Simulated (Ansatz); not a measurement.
## Electronic structure of Cl4FHOW (SMILES [OH][W]([F])([Cl])([Cl])([Cl])[Cl]) in real space

```tsv
atom	x (Å)	y (Å)	z (Å)
Cl	-1.1163	0.2152	-2.1935
Cl	1.3437	2.0472	-0.7430
Cl	-1.5313	1.7294	0.6624
Cl	1.6344	-1.1369	-1.0856
F	0.9003	0.2264	1.4404
O	-0.9195	-1.1950	0.4744
W	0.0101	0.2520	-0.2140
H	-0.9029	-1.6861	1.3069
```

Geometry: PBE0-D4/def2-SVP; core potentials replace the inner electrons of W.

All numbers below come from isolated molecule in a Gaussian basis; Kohn-Sham density functional theory, functional PBE0 (Ansatz).

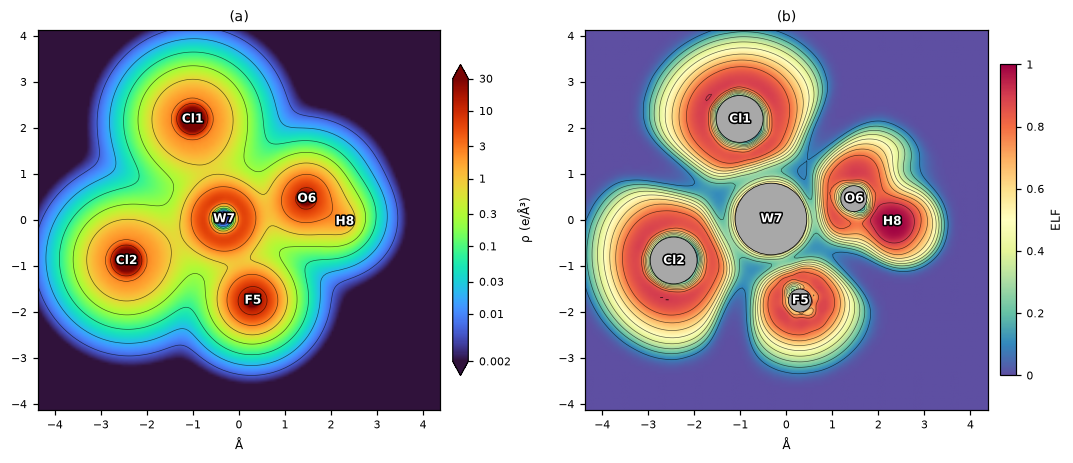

Figure 1. (a) electron density; (b) electron localisation function on the plane of atoms F5, W7 and O6. Grey discs cover the atomic cores in the ELF map.

**Read the bonding off the picture.**

Atoms in the plane: Cl, F, O, W and H.
W–O (1.85 Å): the density is about 1.2 e/Å³ at the midpoint; the ELF peaks at about 0.85 in the valence shell of O, 0.5 Å from its nucleus, and drops to about 0.25 between the two atoms.
W–F (1.88 Å): ρ is about 1.1 e/Å³ halfway; the ELF peaks at about 0.80 in the valence shell of F, 0.5 Å from its nucleus, and drops to about 0.25 between the two atoms.
W–Cl (2.28 Å): the density is about 0.71 e/Å³ at the midpoint; the ELF peaks at about 0.85 in the valence shell of Cl, 0.8 Å from its nucleus, and is about 0.40 at the midpoint.
O–H (0.97 Å): ρ at the midpoint is about 3.7 e/Å³; the ELF climbs to about 1 towards the hydrogen, as it does in any bond to H (an ordinary covalent bond to hydrogen).

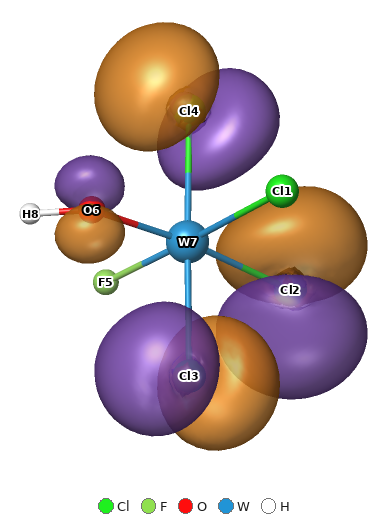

Figure 2. One frontier orbital at ±0.08 Å⁻³ᐟ² (orange and purple are the two phases), seen at an oblique angle.

**Which orbital is it: HOMO or LUMO?**

The HOMO, at −9.08 eV. By Hirshfeld shares it lies mainly on Cl2 (about 45 %), Cl3 (about 25 %) and Cl4 (about 25 %); largely a combination of lone pairs on Cl2, Cl3 and Cl4.
